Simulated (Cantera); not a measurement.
A closed system holds: 1 mol Pb, 0.15 mol O2, 0.31 mol N2, at 9400 Pa.

Equilibrium computed with Cantera from the NASA thermochemical tables; the gas is ideal and each condensed phase is pure. Candidate condensed phases: Pb, PbO, PbO2, Pb3O4; 12 gas species. Each liquid is taken as pure. Mutual solubility and eutectic melting of coexisting phases are not modelled. Gases not in the tables: (PbO)n polymers. Rates play no part.

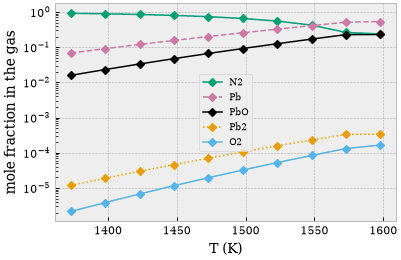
Figure. Equilibrium gas composition (values under 1e-9 drawn at 1e-9)

Question: Read off the mole fractions at 1498 K.

Answer: N2 about 0.65, Pb about 0.26, PbO about 0.092, Pb2 about 0.00011, O2 about 3.2e-5.
